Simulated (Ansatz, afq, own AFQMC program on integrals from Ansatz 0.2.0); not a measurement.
# Ge₂H₂ (triplet): quantum Monte Carlo beside coupled cluster at angle Ge2–Ge1–H3 = 180.0°, cc-pVDZ

Aim: compute Ge₂H₂ (triplet) with auxiliary-field quantum Monte Carlo on the same integrals as coupled cluster, and set the energies side by side.

Computed with Ansatz 0.2.0, Gaussian basis, and an in-house AFQMC program (afq) on its integrals; all values are calculated. Level: cc-pVDZ, frozen cores.

To be run: PBE (unrestricted); r2SCAN (unrestricted); PBE0 (unrestricted); B3LYP (unrestricted); wB97M-V (unrestricted); B2PLYP (unrestricted); CCSD(T) on UHF; CCSDT(Q) on UHF; Phaseless AFQMC, CISD trial on UHF; Phaseless AFQMC, single-determinant trial on UHF; Free-projection AFQMC, CISD trial on UHF.

2 further runs of the same task are left out: 2 that didn't finish.

### 1 The geometry

The geometry derives from a PBE0/def2-TZVP stationary point (not a proven minimum). One angle is set to the value named; bond lengths are kept. No spin-orbit coupling is included. The filled d shell of Ge may be among the frozen orbitals whatever the setting's name suggests; the logs give the count.

4 atoms, charge 0, spin multiplicity 3.

Atoms are counted from 1 here; the program's logs count them from 0.

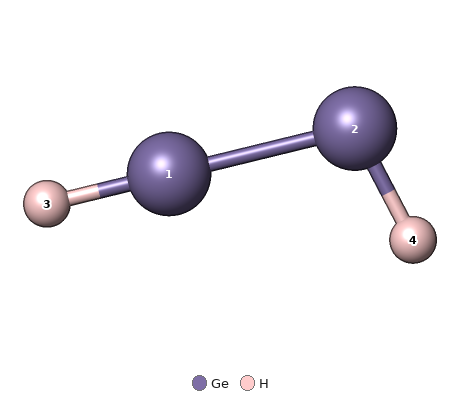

The geometry (germanium purple, hydrogen pink); atoms are numbered from 1 in the order of the file.

### 2 PBE (unrestricted)

File in.yaml:

```yaml
crystal:
  periodic: [false, false, false]
  atoms:
    - {symbol: Ge, position_ang: [0.000000, 0.697333, 0.970580]}
    - {symbol: Ge, position_ang: [0.000000, -0.689675, -0.996206]}
    - {symbol: H, position_ang: [0.000000, 1.608571, 2.262723]}
    - {symbol: H, position_ang: [0.000000, -2.160490, -0.415957]}
basis:
  gaussian: {orbitals: cc-pVDZ}
magnetization: {spin_polarized: true, initial_magnetization: 2}
hamiltonian: {xc: {name: PBE}}
output: {orbitals: {seedname: orbitals}}
```

Launch:

```console
> ansatz run in.yaml --threads 1 --pin off --events-out ev --progress --plain --max-ram 1382MiB
```

Standard output:

```text
Functional definition: PBE
  name "PBE"
  cite "Perdew, Burke & Ernzerhof, Phys. Rev. Lett. 77, 3865 (1996) doi:10.1103/PhysRevLett.77.3865"
  parent pbe
  parameter kappa = 0.804
  parameter beta = 0.06672455060314922
  exchange = pbe_x(kappa = kappa, mu = beta*pi^2/3)
  correlation = pbe_c(beta = beta)
742 factors; integrals over basis functions are off by at most 1.2e-3 eV
mean field evaluation 1: about -113046.8337 eV, gradient 8.6e0 eV
mean field evaluation 2: about -113047.0991 eV, gradient 5.8e0 eV
mean field evaluation 4: about -113047.4036 eV, gradient 1.5e0 eV
mean field evaluation 8: about -113047.4228 eV, gradient 1.4e-2 eV
mean field evaluation 16: about -113045.7761 eV, gradient 6.2e0 eV
mean field evaluation 32: about -113044.9036 eV, gradient 7.0e0 eV
mean field -113047.42278797 eV, -4154.4161611627 hartree, gradient 3.8e-5 eV, S^2 2.006232; 8 other end points of the search recorded, 0 dependent functions left out
reference -113047.42282124 eV, -4154.4161623854 hartree; 34, 32 occupied and 30, 32 virtual orbitals, 742 factors
Total energy: -113047.42282124 eV, -4154.4161623854 hartree
```

Run time: 7 s. Hardware: 1 thread of Arm Neoverse V2, shared host.

From the report: ⟨S²⟩ of the determinant 2.006 (pure triplet: 2.00).

### 3 r2SCAN (unrestricted)

Changes to in.yaml since step 2:

```diff
@@ -10,3 +10,2 @@
 magnetization: {spin_polarized: true, initial_magnetization: 2}
-hamiltonian: {xc: {name: PBE}}
-output: {orbitals: {seedname: orbitals}}
+hamiltonian: {xc: {name: r2SCAN}}
```

Same command.

Standard output, cut to the lines that bear on the results:

```text
Functional definition: r2SCAN
  name "r2SCAN"
  cite "Furness, Kaplan, Ning, Perdew & Sun, J. Phys. Chem. Lett. 11, 8208 (2020) doi:10.1021/acs.jpclett.0c02405"
  cite "Furness, Kaplan, Ning, Perdew & Sun, J. Phys. Chem. Lett. 11, 9248 (2020) doi:10.1021/acs.jpclett.0c03077"
  parent r2scan
[...]
742 factors; integrals over basis functions are off by at most 1.2e-3 eV
[...]
mean field -113063.90416601 eV, -4155.0218406340 hartree, gradient 3.9e-5 eV, S^2 2.017536; 7 other end points of the search recorded, 0 dependent functions left out
reference -113063.90417687 eV, -4155.0218410331 hartree; 34, 32 occupied and 30, 32 virtual orbitals, 742 factors
Total energy: -113063.90417687 eV, -4155.0218410331 hartree
```

Wall time 15 s (1 thread of Arm Neoverse V2, shared host).

From the report: ⟨S²⟩ of the determinant 2.018 (pure triplet: 2.00).

### 4 PBE0 (unrestricted)

Changes to in.yaml since step 3:

```diff
@@ -10,2 +10,3 @@
 magnetization: {spin_polarized: true, initial_magnetization: 2}
-hamiltonian: {xc: {name: r2SCAN}}
+hamiltonian: {xc: {name: PBE0}}
+output: {orbitals: {seedname: orbitals}}
```

Same command.

Standard output:

```text
Functional definition: PBE0
  name "PBE0"
  cite "Adamo & Barone, J. Chem. Phys. 110, 6158 (1999) doi:10.1063/1.478522"
  cite "Perdew, Burke & Ernzerhof, Phys. Rev. Lett. 77, 3865 (1996) doi:10.1103/PhysRevLett.77.3865"
  parent pbe
  parameter a = 0.25
  parameter kappa = 0.804
  parameter beta = 0.06672455060314922
  exchange = (1 - a)*pbe_x(kappa = kappa, mu = beta*pi^2/3) + a*exact_x
  correlation = pbe_c(beta = beta)
742 factors; integrals over basis functions are off by at most 1.2e-3 eV
mean field evaluation 1: about -113049.9501 eV, gradient 5.5e0 eV
mean field evaluation 2: about -113050.1828 eV, gradient 2.5e0 eV
mean field evaluation 4: about -113050.2412 eV, gradient 5.4e-1 eV
mean field evaluation 8: about -113050.2550 eV, gradient 2.4e-2 eV
mean field evaluation 16: about -113050.2550 eV, gradient 1.1e-4 eV
mean field -113050.25500109 eV, -4154.5202430750 hartree, gradient 3.3e-5 eV, S^2 2.010838; 1 other end points of the search recorded, 0 dependent functions left out
reference -113050.25502611 eV, -4154.5202439944 hartree; 34, 32 occupied and 30, 32 virtual orbitals, 742 factors
Total energy: -113050.25502611 eV, -4154.5202439944 hartree
```

Wall time 3.5 s (1 thread of Arm Neoverse V2, shared host).

From the report: ⟨S²⟩ of the determinant 2.011 (pure triplet: 2.00).

### 5 B3LYP (unrestricted)

Changes to in.yaml since step 4:

```diff
@@ -10,3 +10,2 @@
 magnetization: {spin_polarized: true, initial_magnetization: 2}
-hamiltonian: {xc: {name: PBE0}}
-output: {orbitals: {seedname: orbitals}}
+hamiltonian: {xc: {name: B3LYP}}
```

Same command.

Standard output, cut to the lines that bear on the results:

```text
Functional definition: B3LYP
  name "B3LYP"
  cite "Stephens, Devlin, Chabalowski & Frisch, J. Phys. Chem. 98, 11623 (1994) doi:10.1021/j100096a001"
  cite "Becke, Phys. Rev. A 38, 3098 (1988) doi:10.1103/PhysRevA.38.3098"
  cite "Lee, Yang & Parr, Phys. Rev. B 37, 785 (1988) doi:10.1103/PhysRevB.37.785"
  cite "Vosko, Wilk & Nusair, Can. J. Phys. 58, 1200 (1980) doi:10.1139/p80-159"
[...]
742 factors; integrals over basis functions are off by at most 1.2e-3 eV
[...]
mean field -113067.14898915 eV, -4155.1410856850 hartree, gradient 1.0e-5 eV, S^2 2.006455; 1 other end points of the search recorded, 0 dependent functions left out
reference -113067.14920509 eV, -4155.1410936208 hartree; 34, 32 occupied and 30, 32 virtual orbitals, 742 factors
Total energy: -113067.14920509 eV, -4155.1410936208 hartree
```

Run time: 3.3 s. Hardware: 1 thread of Arm Neoverse V2, shared host.

From the report: ⟨S²⟩ of the determinant 2.006 (pure triplet: 2.00).

### 6 wB97M-V (unrestricted)

Changes to in.yaml since step 5:

```diff
@@ -10,2 +10,3 @@
 magnetization: {spin_polarized: true, initial_magnetization: 2}
-hamiltonian: {xc: {name: B3LYP}}
+hamiltonian: {xc: {name: wB97M-V}}
+output: {orbitals: {seedname: orbitals}}
```

Same command.

Standard output, cut to the lines that bear on the results:

```text
Functional definition: wB97M-V
  name "wB97M-V"
  cite "Mardirossian & Head-Gordon, J. Chem. Phys. 144, 214110 (2016) doi:10.1063/1.4952647"
  cite "Becke, J. Chem. Phys. 107, 8554 (1997) doi:10.1063/1.475007"
  cite "Vydrov & Van Voorhis, J. Chem. Phys. 133, 244103 (2010) doi:10.1063/1.3521275"
  # Of w^i u^j: cxij and so on, Table III.
[...]
  gx(w, u) = 1 - cx + cx01*u + cx10*w
  gss(w, u) = css00 + css04*u^4 + css10*w + css20*w^2 + css43*w^4*u^3
  gos(w, u) = cos00 + cos10*w + (cos20 + cos21*u)*w^2 + (cos60 + cos61*u)*w^6
[...]
      + integral(e_c_pw_mod_opposite_spin*gos(b97_w_opposite, b97_u_opposite)) + vv10(b, c)
742 factors; integrals over basis functions are off by at most 1.2e-3 eV
199 factors; integrals over basis functions are off by at most 4.7e-6 eV
[...]
mean field -113057.97539654 eV, -4154.8039623746 hartree, gradient 5.5e-5 eV, S^2 2.007949; 2 other end points of the search recorded, 0 dependent functions left out
reference -113057.97543025 eV, -4154.8039636134 hartree; 34, 32 occupied and 30, 32 virtual orbitals, 742 factors
Total energy: -113057.97543025 eV, -4154.8039636134 hartree
```

Run time: 16 s. Hardware: 1 thread of Arm Neoverse V2, shared host; peak memory 0.31 GiB.

From the report: ⟨S²⟩ of the determinant 2.008 (pure triplet: 2.00).

### 7 B2PLYP (unrestricted)

Changes to in.yaml since step 6:

```diff
@@ -10,3 +10,3 @@
 magnetization: {spin_polarized: true, initial_magnetization: 2}
-hamiltonian: {xc: {name: wB97M-V}}
-output: {orbitals: {seedname: orbitals}}
+hamiltonian: {xc: {name: B2PLYP}}
+correlation: {electrons: outside_noble_gas}
```

Launched as before.

Standard output, cut to the lines that bear on the results:

```text
Functional definition: B2PLYP
  name "B2PLYP"
  cite "Grimme, J. Chem. Phys. 124, 034108 (2006) doi:10.1063/1.2148954"
  cite "Becke, Phys. Rev. A 38, 3098 (1988) doi:10.1103/PhysRevA.38.3098"
  cite "Lee, Yang & Parr, Phys. Rev. B 37, 785 (1988) doi:10.1103/PhysRevB.37.785"
[...]
742 factors; integrals over basis functions are off by at most 1.2e-3 eV
[...]
mean field -113040.23152784 eV, -4154.1518872273 hartree, gradient 6.9e-6 eV, S^2 2.016154; 2 other end points of the search recorded, 0 dependent functions left out
28 core orbitals not correlated: weight in the atoms' cores, before any rotation towards them, 0.999 or more for the frozen orbitals, at most 0.001 for the correlated occupied ones
reference -113040.23166488 eV, -4154.1518922635 hartree; 6, 4 occupied and 30, 32 virtual orbitals, 742 factors
second order -5.09862592 eV of doubles, -0.00000000 eV of singles
Total energy: -113041.60829388 eV, -4154.2024824461 hartree
```

Run time: 4.1 s. Hardware: 1 thread of Arm Neoverse V2, shared host.

From the report: ⟨S²⟩ of the determinant 2.016 (pure triplet: 2.00).

### 8 CCSD(T) on UHF

Changes to in.yaml since step 7:

```diff
@@ -10,3 +10,2 @@
 magnetization: {spin_polarized: true, initial_magnetization: 2}
-hamiltonian: {xc: {name: B2PLYP}}
-correlation: {electrons: outside_noble_gas}
+correlation: {method: ccsd_t, electrons: outside_noble_gas, hamiltonian_folder: ham}
```

Same command.

Standard output, cut to the lines that bear on the results:

```text
Functional definition: HF
  name "HF"
  cite "Fock, Z. Phys. 61, 126 (1930) doi:10.1007/BF01340294"
  parent pbe
[...]
742 factors; integrals over basis functions are off by at most 1.2e-3 eV
[...]
mean field -112974.81192828 eV, -4151.7477612865 hartree, gradient 2.3e-6 eV, S^2 2.057550; 12 other end points of the search recorded, 0 dependent functions left out
determinant -112974.81192828 eV, -4151.7477612865 hartree, with singles and doubles -112979.66937913 eV, -4151.9262693126 hartree
determinant -112973.63004845 eV, -4151.7043280039 hartree, with singles and doubles -112978.44882149 eV, -4151.8814146467 hartree
determinant -112973.47715231 eV, -4151.6987091741 hartree, with singles and doubles -112978.23546838 eV, -4151.8735740644 hartree
determinant -112973.12892937 eV, -4151.6859122170 hartree, with singles and doubles -112978.30804333 eV, -4151.8762411446 hartree
[...]
determinant -112971.97737997 eV, -4151.6435935572 hartree, with singles and doubles -112976.57413994 eV, -4151.8125213706 hartree
determinant -112971.80989621 eV, -4151.6374386427 hartree, with singles and doubles -112977.00343345 eV, -4151.8282976159 hartree
determinant -112971.80737626 eV, -4151.6373460363 hartree, with singles and doubles -112976.58293215 eV, -4151.8128444783 hartree
28 core orbitals not correlated: weight in the atoms' cores, before any rotation towards them, 1.000 or more for the frozen orbitals, at most 0.000 for the correlated occupied ones
reference -112974.81192828 eV, -4151.7477612865 hartree; 6, 4 occupied and 30, 32 virtual orbitals, 742 factors
second order -3.84016234 eV of doubles, -0.00000000 eV of singles
cycle   1  -4.85745906 eV  change   -8.2e-6 eV  update   1.6e-3
[...]
cycle   9  -4.85796961 eV  change    3.5e-6 eV  update   4.3e-6
perturbative correction -0.17573068 eV, -0.0064579834 hartree
Total energy: -112979.84562857 eV, -4151.9327463601 hartree
```

Wall time 15 s (1 thread of Arm Neoverse V2, shared host).

From the report: ⟨S²⟩ of the determinant 2.058 (pure triplet: 2.00); correlation -5.0337 eV; T1 0.029; largest double amplitude 0.06.

This run also writes the integrals to the folder ham.

(Part 1 of 2 ends here.)
